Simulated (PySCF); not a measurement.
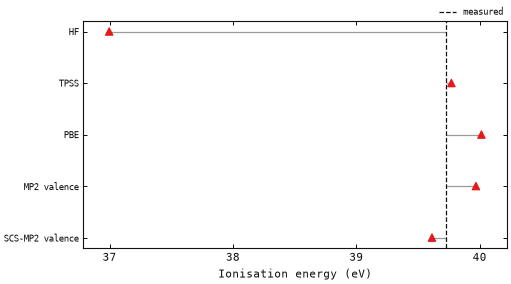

The ionisation energy of Zn²⁺ ([Ar] 3d¹⁰ → [Ar] 3d⁹) across levels of theory. PySCF, cc-pVTZ-PP with a 10-electron core potential, unrestricted single determinants, no spin-orbit coupling. Methods marked “valence” freeze 8 core electrons.

Question: How do the methods compare?

Answer: The values run from 37.00 eV (HF) to 40.01 eV (PBE). The measured value is 39.72 eV; nearest to it come TPSS (+0.05) and SCS-MP2 valence (−0.11), furthest HF (−2.73 eV).

```json
{"Method": "HF", "Ionisation energy (eV)": "37.00"}
{"Method": "TPSS", "Ionisation energy (eV)": "39.77"}
{"Method": "PBE", "Ionisation energy (eV)": "40.01"}
{"Method": "MP2 valence", "Ionisation energy (eV)": "39.97"}
{"Method": "SCS-MP2 valence", "Ionisation energy (eV)": "39.61"}
```

Known limits: spin-orbit shift not estimated.
